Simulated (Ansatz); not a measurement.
# GdAl (Pm-3m): convergence test of the plane-wave cutoff in Python

How high a cutoff does GdAl (Pm-3m) need? The task is a convergence test of the plane-wave cutoff, for GdAl (Pm-3m).

Program: Ansatz 0.2.0 through its Python package. Level of theory: DFT r2SCAN, plane waves, PAW. These are calculated values, not measurements.

**1. The system**

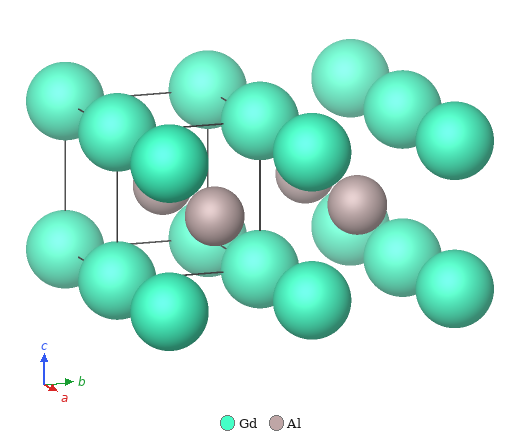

The starting structure, viewed slightly off an axis; gadolinium teal, aluminium light grey. 2×2×1 cells are drawn. Atoms on cell faces are repeated.

No structure file is read: the coordinates are typed or built in the script.

**2. The script**

ecut_gdal.py reads:

```python
# -*- coding: utf-8 -*-
import warnings

import ansatz
import matplotlib.pyplot as plt

warnings.simplefilter("ignore", ansatz.DeckWarning)

lattice = ansatz.Lattice.of(
    (3.627964, 0.0, 0.0),
    (0.0, 3.627964, 0.0),
    (0.0, 0.0, 3.627964),
)
sites = [
    ("Gd", (0.0, 0.0, 0.0)),
    ("Al", (0.5, 0.5, 0.5)),
]
cell = ansatz.Crystal(lattice=lattice)
for symbol, position in sites:
    cell = cell.atom(symbol, position)
cell = cell.moments(Gd=9.1)

calculation = cell.calculation()
calculation = calculation.spin(ansatz.SpinTreatment.COLLINEAR)
calculation = calculation.functional("r2scan")
calculation = calculation.occupations("Fermi-Dirac", width=0.05)
calculation = calculation.kpoints(7, 7, 7)
calculation = calculation.band_table()

rows = []
for value in [250, 300, 350, 400]:
    r = calculation.basis(value).run(threads=1).report
    rows.append((value, r["free_energy_ev"] / len(r["lattice"]["sites"]), r["n_iterations"], r["gap_by_band_count_ev"], r["magnetization_mub"], r["n_pw"]))

print(" cutoff (eV)   F/atom (eV)    iterations  gap by band count (eV)  moment (muB)   plane waves")
for row in rows:
    print(f"{str(row[0]):>12s}  {row[1]:12.5f}  {row[2]:12d}  {row[3]:22.3f}  {row[4]:12.3f}  {row[5]:12d}")

for row in rows[:-1]:
    shift = 1000 * (row[1] - rows[-1][1])
    print(f"{row[0]}: {shift:+.2f} meV/atom" + ("  (within 1 meV)" if abs(shift) < 1 else ""))
plt.figure(figsize=(4.5, 3))
plt.plot([str(row[0]) for row in rows], [1000 * (row[1] - rows[-1][1]) for row in rows], "o-")
plt.xlabel("cutoff (eV)")
plt.ylabel("F - F(last) (meV/atom)")
plt.tight_layout()
plt.savefig("ecut.png", dpi=100)
```

**3. The run**

On the command line:

```console
> python ecut_gdal.py
```

Output:

```text
 cutoff (eV)   F/atom (eV)    iterations  gap by band count (eV)  moment (muB)   plane waves
         250   -4942.36661            14                  -1.409         7.198           437
         300   -4943.52931            13                  -1.845         7.255           587
         350   -4943.67800            13                  -1.877         7.259           739
         400   -4943.69487            13                  -1.881         7.261           895
250: +1328.26 meV/atom
300: +165.56 meV/atom
350: +16.87 meV/atom
```

Run time: 20 s. Hardware: 1 thread, shared host.

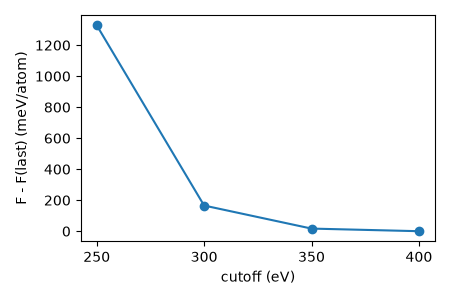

The script's own figure, ecut.png.

Lines on the test bed's own set-up are left out of the output.

A comment line of the script is reworded here; the code is as run.

**4. What each run gave**

The 4 runs, in the order started:

```tsv
run	cutoff (eV)	energy from run 4 (meV/atom)	moment (μB/cell)	SCF cycles	CPU time (s)
1	250	1328.26	7.20	14	3.8
2	300	165.56	7.25	13	4.7
3	350	16.87	7.26	13	4.9
4	400	0.00	7.26	13	5.3
```

Energies are free energies F = E - TS of the smeared occupations. 

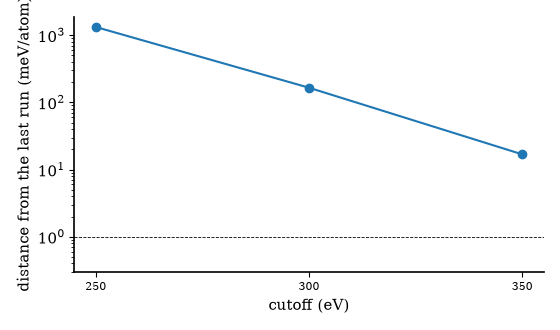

How far each run lies from the last one; the dashed line marks 1 meV/atom.

**5. Summary of results**

| quantity | value |
| --- | --- |
| runs compared | 4 |
| last run but one, from the last | +16.87 meV/atom |
| within 5 meV/atom of the last run from | no earlier run |

Runs 1, 2, 3, 4: each has a cutoff under the recommended one, so what rests on them isn't a property of the system. The last two runs still differ by 16.9 meV/atom, so the sweep hasn't reached convergence. The energy falls with every larger basis, as the variational principle has it. Open f shells: without a Hubbard U, without spin-orbit coupling; the state reached hangs on the start and needn't be the lowest. The mesh is modest for a metal, so energies can be off by several to tens of meV an atom and pressures by half a GPa or more; differences at equal mesh fare better. The overall sign of a collinear moment is arbitrary, and semilocal functionals can give small moments to compounds that are paramagnetic. r2SCAN tends to overestimate the moments of itinerant magnets. This cell is a computed structure, which may not be the phase found in nature. Shifts are counted from the last row, which is itself no proven limit.
